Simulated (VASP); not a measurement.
Band structure of Bi (a7). Method: vdW-DF2, VASP's PBE PAW potentials (set 64) (plane waves; VASP 6.6.1).

Unless said otherwise, spin-orbit coupling is left out, though it shifts the bands of the heavy elements here.

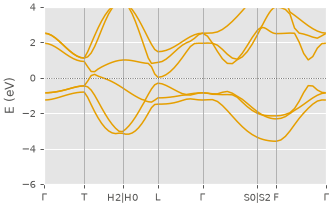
Bands along high-symmetry lines, zero at the valence-band maximum or, without a gap, the Fermi level

**Question.** Read the plot: is there a gap, and where are the band edges?

**Answer.** It has no gap at this level: it comes out as a metal or semimetal. (Edges off the drawn lines would not show.)

The compound is Bi in the a7 structure. It was relaxed first, which changed the volume by +19 %.
